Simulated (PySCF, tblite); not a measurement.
**C2H8F3NSi2: geometry, infrared bands and NMR shifts**

Aim: predict the infrared bands and NMR shifts of C2H8F3NSi2 (`C[SiH2][Si@H](N)C(F)(F)F`).

Programs: tblite 0.8.0 and PySCF 2.14.0, with density-fitted response routines of our own. Each step states its level of theory. These are calculated values for one molecule in the gas phase, unless marked as measured. Atoms are numbered from 0 throughout.

## (1) Starting geometry

16 atoms, charge 0, multiplicity 1; geometry from: force field or distance geometry start.

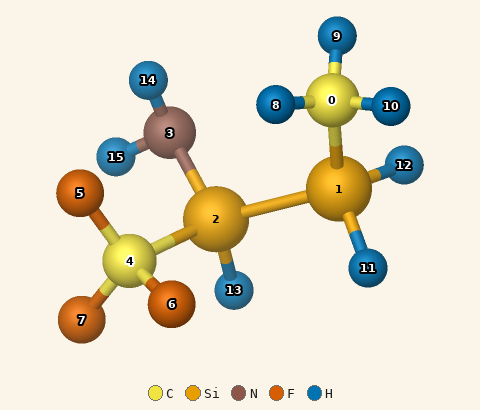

As it starts; carbon yellow, silicon amber, nitrogen brown, fluorine orange, hydrogen blue, atoms numbered.

## (2) Optimising the geometry with GFN2-xTB

What the job is given:

```
{"job": {"kind": "relax", "xc": "GFN2-xTB", "basis": "xTB"}, "charge": 0, "multiplicity": 1}
C      2.291300    -0.073100     0.635100
Si     1.239400    -0.468700    -0.848900
Si    -0.862900     0.124700    -0.675000
N     -1.143100     1.870700    -0.474800
C     -1.792400    -0.745200     0.700900
F     -1.708100    -0.024200     1.874900
F     -1.215200    -1.989600     0.836300
F     -3.076800    -0.910900     0.271000
H      1.823700    -0.316700     1.607100
H      2.641800     0.976000     0.593200
H      3.201200    -0.704000     0.558200
H      1.275100    -1.944900    -1.022300
H      1.831500     0.165200    -2.027400
H     -1.536200    -0.264100    -1.943700
H     -0.800200     2.265100     0.426800
H     -2.176700     2.048700    -0.522900
```

Command:

```console
$ OMP_NUM_THREADS=1 python probes_run.py task.json out
```

The driver reads the jobs from task.json and runs them one after another.

The program printed:

```text
step      E/eV     max force
  0    -786.92374    3.232
  1    -787.22885    1.485
  2    -787.39308    0.851
  3    -787.45362    0.726
  4    -787.51185    0.442
  5    -787.52990    0.432
  6    -787.56079    0.553
  7    -787.58011    0.509
  8    -787.59629    0.307
  9    -787.60645    0.241
 10    -787.61336    0.237
 11    -787.61863    0.273
 12    -787.62287    0.175
 13    -787.62559    0.108
 14    -787.62766    0.133
 15    -787.62983    0.183
 16    -787.63182    0.154
 17    -787.63348    0.093
 18    -787.63506    0.101
 19    -787.63680    0.147
 20    -787.63846    0.146
 21    -787.63968    0.091
 22    -787.64049    0.059
 23    -787.64116    0.079
 24    -787.64197    0.107
 25    -787.64311    0.119
 26    -787.64479    0.121
 27    -787.64708    0.128
 28    -787.64950    0.125
 29    -787.65125    0.103
 30    -787.65247    0.098
 31    -787.65358    0.082
 32    -787.65476    0.099
 33    -787.65599    0.099
 34    -787.65703    0.079
 35    -787.65788    0.079
 36    -787.65870    0.078
 37    -787.65958    0.097
 38    -787.66034    0.081
 39    -787.66083    0.044
 40    -787.66115    0.042
 41    -787.66143    0.046
 42    -787.66185    0.055
 43    -787.66252    0.070
 44    -787.66332    0.075
 45    -787.66395    0.046
 46    -787.66435    0.048
 47    -787.66468    0.050
 48    -787.66514    0.063
 49    -787.66597    0.096
 50    -787.66723    0.091
 51    -787.66835    0.072
 52    -787.66891    0.065
 53    -787.66931    0.053
 54    -787.66968    0.059
 55    -787.67019    0.059
 56    -787.67072    0.048
 57    -787.67114    0.049
 58    -787.67151    0.045
 59    -787.67181    0.045
 60    -787.67199    0.034
 61    -787.67211    0.030
 62    -787.67223    0.024
 63    -787.67237    0.031
 64    -787.67248    0.028
 65    -787.67257    0.021
 66    -787.67267    0.027
 67    -787.67275    0.022
 68    -787.67283    0.022
 69    -787.67291    0.028
 70    -787.67302    0.031
 71    -787.67322    0.046
 72    -787.67352    0.057
 73    -787.67383    0.046
 74    -787.67404    0.047
 75    -787.67417    0.053
 76    -787.67434    0.049
 77    -787.67462    0.053
 78    -787.67507    0.051
 79    -787.67546    0.043
 80    -787.67573    0.040
 81    -787.67599    0.058
 82    -787.67628    0.072
 83    -787.67668    0.064
 84    -787.67703    0.065
 85    -787.67742    0.072
 86    -787.67799    0.094
 87    -787.67931    0.121
 88    -787.68044    0.102
 89    -787.67988    0.162
 90    -787.68185    0.117
 91    -787.68223    0.058
 92    -787.68273    0.054
 93    -787.68426    0.201
 94    -787.68543    0.087
 95    -787.68642    0.074
 96    -787.68653    0.180
 97    -787.68738    0.065
 98    -787.68762    0.048
 99    -787.68821    0.086
100    -787.68860    0.070
101    -787.68961    0.065
102    -787.69016    0.060
103    -787.69052    0.081
104    -787.69084    0.081
105    -787.69123    0.104
106    -787.69164    0.064
107    -787.69197    0.060
108    -787.69238    0.069
109    -787.69318    0.071
110    -787.69439    0.092
111    -787.69699    0.236
112    -787.69230    0.680
113    -787.70401    0.332
114    -787.68299    1.650
115    -787.71307    0.241
116    -787.71580    0.269
117    -787.72347    0.158
118    -787.72377    0.755
119    -787.72995    0.136
120    -787.73184    0.139
121    -787.73410    0.140
122    -787.73501    0.082
123    -787.73660    0.132
124    -787.73873    0.135
125    -787.74098    0.104
126    -787.74256    0.094
127    -787.74373    0.057
128    -787.74446    0.053
129    -787.74492    0.038
130    -787.74529    0.064
131    -787.74562    0.070
132    -787.74591    0.110
133    -787.74616    0.034
134    -787.74642    0.030
135    -787.74671    0.038
136    -787.74696    0.055
137    -787.74740    0.073
138    -787.74774    0.072
139    -787.74804    0.058
140    -787.74832    0.052
141    -787.74862    0.046
142    -787.74893    0.035
143    -787.74928    0.038
144    -787.74969    0.044
145    -787.75016    0.059
146    -787.75067    0.069
147    -787.75115    0.055
148    -787.75159    0.054
149    -787.75197    0.042
150    -787.75232    0.053
151    -787.75262    0.050
152    -787.75303    0.052
153    -787.75349    0.041
154    -787.75368    0.023
155    -787.75376    0.020
156    -787.75383    0.017
157    -787.75389    0.019
158    -787.75394    0.020
159    -787.75398    0.026
160    -787.75402    0.027
161    -787.75407    0.030
162    -787.75413    0.021
163    -787.75418    0.015
164    -787.75420    0.011
165    -787.75421    0.009
```

It took 2.1 s on 1 thread of Arm Neoverse N1, shared host.

Along the way: (not every step is listed)

| step | energy from step 0 (eV) | largest force (eV/Å) |
| --- | --- | --- |
| 0 | 0.0000 | 3.2321 |
| 1 | -0.3051 | 1.4846 |
| 2 | -0.4693 | 0.8509 |
| 3 | -0.5299 | 0.7265 |
| 4 | -0.5881 | 0.4420 |
| 5 | -0.6062 | 0.4320 |
| 6 | -0.6371 | 0.5535 |
| 7 | -0.6564 | 0.5091 |
| 8 | -0.6726 | 0.3066 |
| 23 | -0.7174 | 0.0794 |
| 38 | -0.7366 | 0.0813 |
| 53 | -0.7456 | 0.0532 |
| 68 | -0.7491 | 0.0225 |
| 83 | -0.7529 | 0.0636 |
| 98 | -0.7639 | 0.0476 |
| 113 | -0.7803 | 0.3321 |
| 128 | -0.8207 | 0.0529 |
| 143 | -0.8255 | 0.0383 |
| 158 | -0.8302 | 0.0195 |
| 160 | -0.8303 | 0.0269 |
| 161 | -0.8303 | 0.0298 |
| 162 | -0.8304 | 0.0213 |
| 163 | -0.8304 | 0.0146 |
| 164 | -0.8305 | 0.0107 |
| 165 | -0.8305 | 0.0092 |

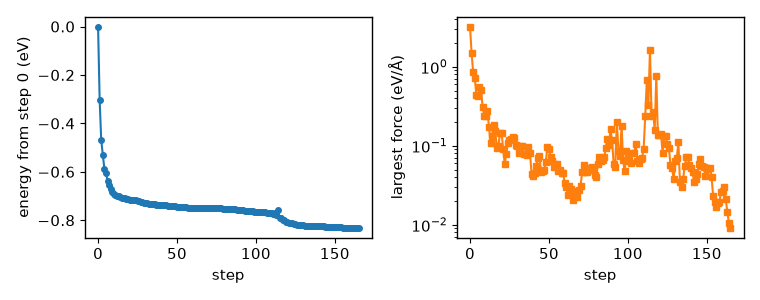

Energy and largest force along the relaxation.

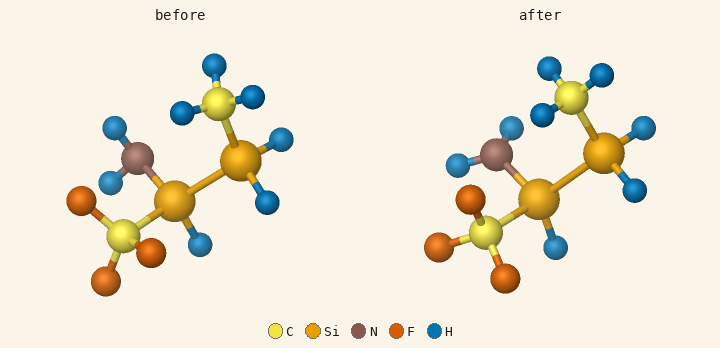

Before and after, at one scale.

Distances of close pairs at the start and the end, largest changes first:

| bond | before (Å) | after (Å) | change (Å) |
| --- | --- | --- | --- |
| Si1–Si2 | 2.191 | 2.313 | +0.122 |
| Si2–C4 | 1.875 | 1.948 | +0.073 |
| Si2–N3 | 1.780 | 1.718 | -0.062 |
| N3–H15 | 1.050 | 1.009 | -0.040 |
| C0–Si1 | 1.862 | 1.900 | +0.038 |
| N3–H14 | 1.042 | 1.006 | -0.036 |
| C4–F5 | 1.380 | 1.352 | -0.028 |
| C4–F6 | 1.378 | 1.351 | -0.028 |

The next job starts from the end point, and lists it.

## (3) Vibrational analysis with GFN2-xTB

What the job is given:

```
{"job": {"kind": "ir", "xc": "GFN2-xTB", "basis": "xTB"}, "charge": 0, "multiplicity": 1}
C      2.204328    -0.004137     0.761780
Si     1.349238    -0.500418    -0.860294
Si    -0.887945     0.087049    -0.842750
N     -1.103311     1.717083    -0.345771
C     -1.777182    -0.808752     0.640816
F     -1.057027    -0.797967     1.784964
F     -2.025155    -2.110605     0.379829
F     -2.971426    -0.261474     0.957395
H      1.750511    -0.511249     1.609088
H      2.119774     1.064649     0.939305
H      3.261371    -0.255871     0.752326
H      1.530955    -1.942298    -1.074920
H      2.010035     0.187776    -1.981711
H     -1.752352    -0.343160    -1.958397
H     -0.700294     2.473824    -0.872350
H     -1.959118     2.014491     0.099278
```

The program printed:

```text
mode    cm-1     km/mol
  1      19.6      0.13
  2      30.6      0.84
  3      72.9      2.20
  4     102.0      1.04
  5     131.7      0.12
  6     141.8      0.95
  7     163.0      1.18
  8     229.0      6.38
  9     250.6      9.07
 10     273.3      3.83
 11     359.3     66.93
 12     412.9     22.18
 13     456.7      1.99
 14     458.8      8.93
 15     467.3     17.47
 16     477.3    134.95
 17     556.9      3.33
 18     624.3    405.00
 19     649.6     41.58
 20     659.3     73.13
 21     676.3     49.15
 22     747.2     71.38
 23     791.4    225.04
 24     798.2    117.61
 25     828.2     69.86
 26     837.2    167.67
 27     912.9     89.64
 28    1015.4    216.03
 29    1020.5    245.21
 30    1145.2     84.12
 31    1366.9      9.10
 32    1474.2      0.78
 33    1475.3      0.82
 34    1503.5     56.12
 35    2146.7    330.64
 36    2181.5    376.77
 37    2210.3    282.13
 38    3034.3     25.28
 39    3034.8     12.35
 40    3038.1      9.13
 41    3446.8     10.39
 42    3508.9      3.03
```

Wall time 1.1 s (1 thread of Arm Neoverse N1, shared host).

The strongest bands and the atoms that carry them (share of the mass-weighted mode):

| cm⁻¹ | km/mol | atoms |
| --- | --- | --- |
| 624 | 405.0 | H13 69 % |
| 791 | 225.0 | H12 39 %, H11 35 % |
| 837 | 167.7 | H10 34 %, H8 14 %, C0 13 % |
| 1015 | 216.0 | C4 71 %, F7 14 %, F5 14 % |
| 1020 | 245.2 | C4 71 %, F6 18 % |
| 2147 | 330.6 | H13 97 % |
| 2182 | 376.8 | H12 95 % |
| 2210 | 282.1 | H11 95 % |

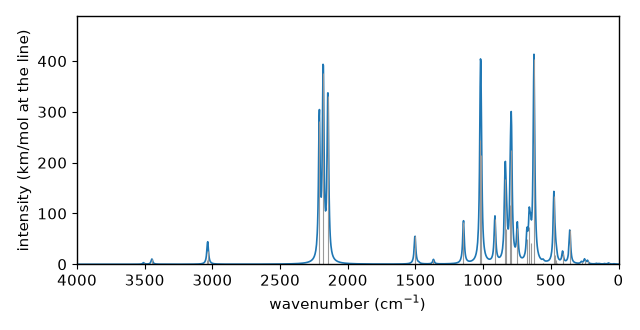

The infrared spectrum from these modes, unscaled. Lines are broadened to a width of 14 cm⁻¹ (Lorentzian).

## (4) Shielding tensors: PBE0/pcSseg-1

Settings changed since step 3:

```diff
@@ -1,2 +1,2 @@
-{"job": {"kind": "ir", "xc": "GFN2-xTB", "basis": "xTB"}, "charge": 0, "multiplicity": 1}
+{"job": {"kind": "nmr", "xc": "PBE0", "basis": "pcSseg-1"}, "charge": 0, "multiplicity": 1}
 C      2.204328    -0.004137     0.761780
```

With the program's defaults for keys left out, this is: GIAO PBE0/pcSseg-1 NMR shielding, non-relativistic, gas phase.

The program printed:

```text
coarse grid: 14704 points
cycle   1  E = -1013.3682123790  dE =  7.709e-01  |g| = 9.384e-01  |ddm| = 3.482e+00
cycle   2  E = -1013.1997848946  dE =  1.684e-01  |g| = 1.387e+00  |ddm| = 1.367e+00
cycle   3  E = -1013.5260684338  dE = -3.263e-01  |g| = 5.589e-02  |ddm| = 8.853e-01
cycle   4  E = -1013.5265306149  dE = -4.622e-04  |g| = 3.314e-02  |ddm| = 7.829e-02
cycle   5  E = -1013.5267744615  dE = -2.438e-04  |g| = 7.248e-03  |ddm| = 2.877e-02
cycle   6  E = -1013.5267862962  dE = -1.183e-05  |g| = 1.575e-03  |ddm| = 7.492e-03
cycle   7  E = -1013.5267866920  dE = -3.958e-07  |g| = 5.483e-04  |ddm| = 1.474e-03
final grid: 135048 points
cycle   8  E = -1013.5893579015  dE = -4.267e-05  |g| = 8.992e-03  |ddm| = 1.946e-02
cycle   9  E = -1013.5893438776  dE =  1.402e-05  |g| = 1.247e-02  |ddm| = 1.568e-02
cycle  10  E = -1013.5893745049  dE = -3.063e-05  |g| = 6.167e-04  |ddm| = 9.199e-03
cycle  11  E = -1013.5893745625  dE = -5.758e-08  |g| = 3.113e-04  |ddm| = 7.724e-04
cycle  12  E = -1013.5893745825  dE = -1.998e-08  |g| = 6.450e-05  |ddm| = 2.696e-04
cycle  13  E = -1013.5893745832  dE = -7.144e-10  |g| = 1.923e-05  |ddm| = 6.029e-05
converged SCF energy = -1013.5893745832

GIAO shielding tensors (ppm)
atom      isotropic    diamagn.    paramagn.     s11        s22        s33       span
  0 C      197.649     253.626     -55.977    192.382    199.114    201.451      9.068
  1 Si     433.524     880.995    -447.471    403.073    415.852    481.647     78.574
  2 Si     379.414     879.261    -499.847    330.899    378.265    429.078     98.179
  3 N      267.553     317.603     -50.050    228.485    261.101    313.073     84.588
  4 C       45.715     250.908    -205.193     37.728     45.276     54.140     16.411
  5 F      247.195     477.834    -230.639    150.434    256.854    334.297    183.863
  6 F      244.686     473.926    -229.240    141.943    265.412    326.704    184.761
  7 F      248.623     472.781    -224.159    147.712    260.055    338.101    190.389
  8 H       31.147      32.017      -0.869     25.488     29.930     38.024     12.535
  9 H       31.314      31.703      -0.389     26.334     29.466     38.142     11.807
 10 H       31.330      28.529       2.801     26.162     27.860     39.969     13.807
 11 H       27.774      29.523      -1.749     24.593     25.548     33.180      8.587
 12 H       27.818      29.468      -1.650     24.386     25.722     33.346      8.959
 13 H       26.439      28.247      -1.807     23.198     24.267     31.853      8.656
 14 H       31.802      31.056       0.746     23.855     27.610     43.941     20.086
 15 H       30.958      30.407       0.550     21.989     28.496     42.388     20.398
```

It took 61 s on 1 thread of Arm Neoverse N1, shared host; peak memory 0.84 GiB.

Shifts follow as δ = σ(reference) − σ, with reference shieldings (ppm) from runs at the same level and on the same kind of geometry: 1H TMS 31.72, 13C TMS 186.9, 29Si TMS 349.2, 19F CFCl3 170.9, 15N NH3 267.7. The references are single molecules in the gas phase, so shifts against H2O, NH3, PH3, H3PO4 or CFCl3 are not on the usual liquid scales and can be off by tens of ppm. Atoms listed in one row are averaged.

| atoms | environment | σ (ppm) | δ (ppm) | δ scaled to CDCl3 |
| --- | --- | --- | --- | --- |
| C4 | CF3 carbon | 45.7 | 141.2 | 135.9 |
| C0 | methyl carbon bonded to Si | 197.6 | -10.7 | -12.4 |
| H13 | hydrogen on a silicon bonded to C, N, Si | 26.44 | 5.28 | – |
| H11 | hydrogen on a silicon bonded to C, Si | 27.77 | 3.94 | – |
| H12 | hydrogen on a silicon bonded to C, Si | 27.82 | 3.90 | – |
| H8, H9, H10 | hydrogen on a methyl carbon bonded to Si | 31.26 | 0.45 | 0.53 |
| H14, H15 | hydrogen on a nitrogen bonded to Si | 31.38 | 0.34 | – |
| Si2 | silicon bonded to C, N, Si, H | 379.4 | -30.3 | – |
| Si1 | silicon bonded to C, Si, 2 H | 433.5 | -84.4 | – |
| N3 | nitrogen bonded to Si, 2 H | 267.6 | 0.2 | – |
| F5, F6, F7 | fluorine of a CF3 group | 246.8 | -75.9 | – |

The scaled column applies a straight-line fit of computed shieldings to shifts measured in CDCl3, and one for carbons that bear F (root-mean-square error 0.16 ppm for H, 1.9 ppm for C).

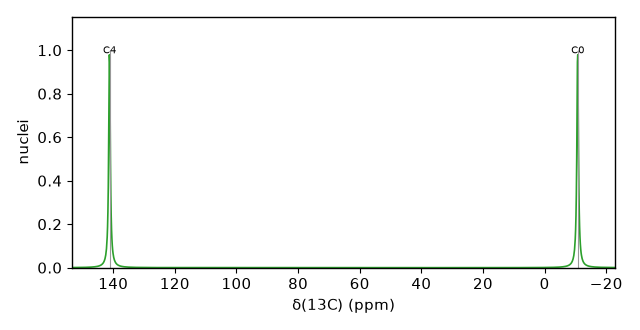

13C lines at the computed shifts, without couplings. Lines are broadened to a width of 0.61 ppm (Lorentzian).

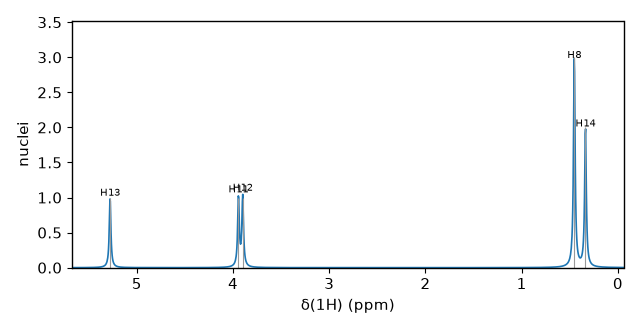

1H lines at the computed shifts, without couplings. Lines are broadened to a width of 0.02 ppm (Lorentzian).

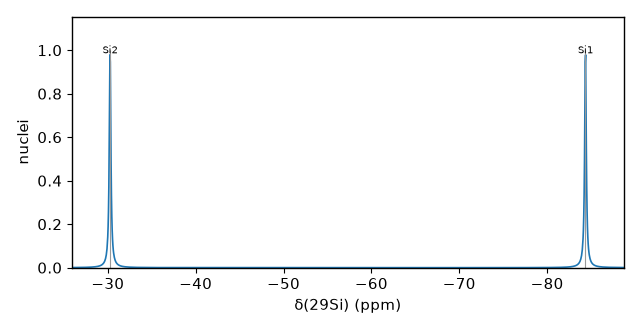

29Si lines at the computed shifts, without couplings. Lines are broadened to a width of 0.22 ppm (Lorentzian).

Charges from the same density, by scheme (e):

| atoms | Mulliken | IAO | Hirshfeld | ESP fit |
| --- | --- | --- | --- | --- |
| C0 | -0.61 | -0.70 | -0.21 | -0.42 |
| Si1 | 0.28 | 0.45 | 0.26 | 0.36 |
| Si2 | 0.62 | 0.73 | 0.29 | 0.38 |
| N3 | -0.64 | -0.84 | -0.32 | -0.99 |
| C4 | 0.52 | 0.55 | 0.16 | 0.40 |
| F5, F6, F7 | -0.28 | -0.29 | -0.11 | -0.18 |

Mulliken charges:

C0 -0.61; Si1 0.28; Si2 0.62; N3 -0.64; C4 0.52; F5 -0.28; F6 -0.28; F7 -0.28; H8 0.15; H9 0.14; H10 0.15; H11 -0.04; H12 -0.06; H13 -0.08; H14 0.20; H15 0.21

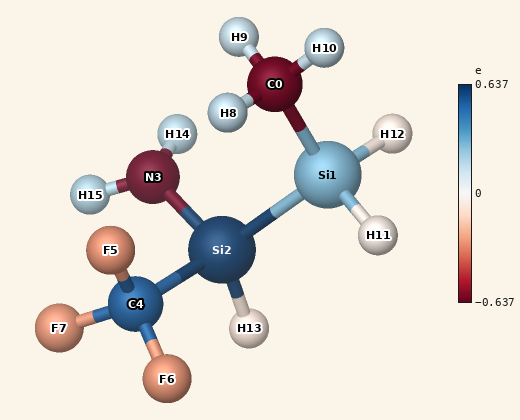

Mulliken charges, as colours on the atoms.

Mayer bond orders: C0–Si1 0.96, Si1–Si2 0.90, Si2–N3 1.05, Si2–C4 0.78, C4–F5 0.95, C4–F6 0.96, C4–F7 0.96.

Orbitals, density, ELF and potential are computed afterwards from the orbital file.

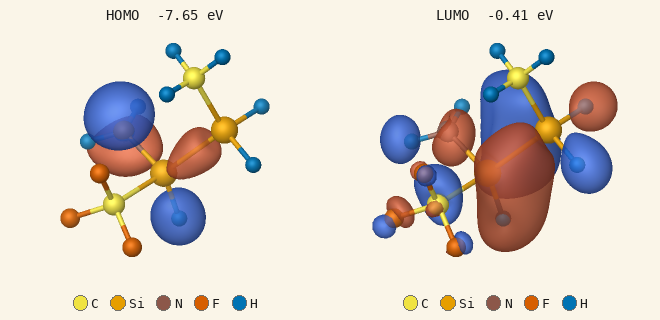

Frontier orbitals at PBE0/pcSseg-1; each surface holds 70 % of the orbital's density, blue and red mark the sign.

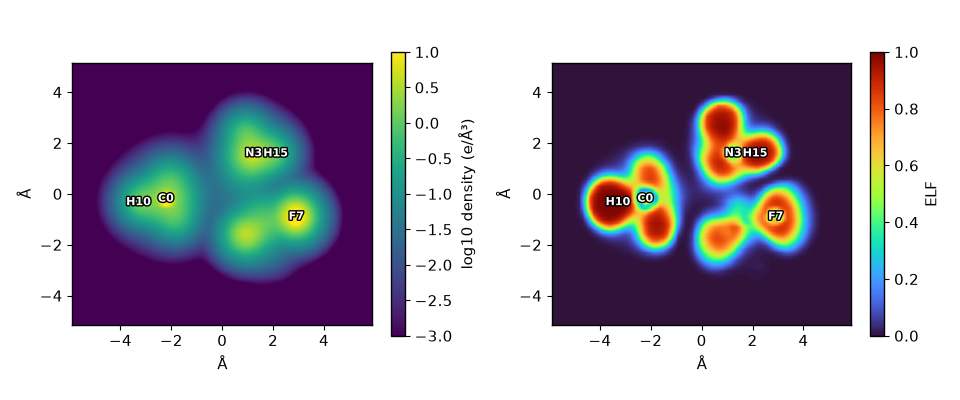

Density (left) and ELF (right) in a plane through or near 5 of the atoms.

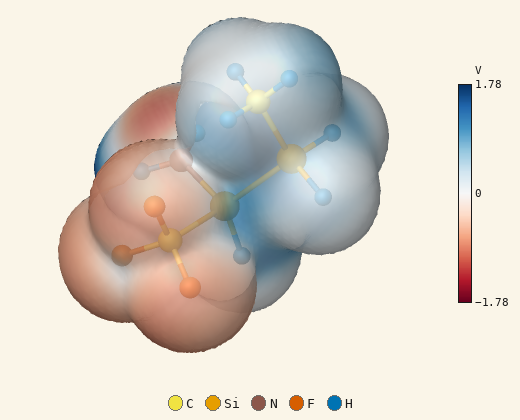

The potential that a unit positive charge feels on the 0.002 e/bohr³ surface, from -0.84 V near N3 to 1.78 V near H14.

## (5) Results

| quantity | value |
| --- | --- |
| strongest single infrared mode (GFN2-xTB) | 624 cm⁻¹, 405 km/mol |
| zero-point energy (GFN2-xTB) | 62.5 kcal/mol |
| 13C shifts against TMS (PBE0/pcSseg-1) | 141.2, -10.7 ppm |
| 1H shifts against TMS (PBE0/pcSseg-1, means over atoms taken as alike) | 5.28, 3.94, 3.90, 0.45, 0.34 ppm |
| 29Si shifts against TMS (PBE0/pcSseg-1) | -30.3, -84.4 ppm |
| 15N shifts against NH3 (PBE0/pcSseg-1) | 0.2 ppm |
| 19F shifts against CFCl3 (PBE0/pcSseg-1, means over atoms taken as alike) | -75.9 ppm |
| surface potential, least and greatest | -0.84 V and 1.78 V |

**Reading.** The optimisation took 165 steps and gained 0.830 eV; among the close pairs (by a distance rule), Si1–Si2 changed most, from 2.191 to 2.313 Å. All 42 modes are real, so the xTB geometry is a minimum. The strongest single mode, at 624 cm⁻¹, moves mainly H13. GFN2-xTB is a fitted tight-binding method: band positions and strengths are rough. Its intensities can rank the bands wrongly. At PBE0/pcSseg-1: Shielding is most anisotropic at F5, F6, F7 (span 186 ppm, paramagnetic term -228 ppm). At PBE0/pcSseg-1, counted by nearest atom on the grid, the HOMO lies on N3 54 %; H13 15 %, the LUMO on Si2 26 %; Si1 11 %.
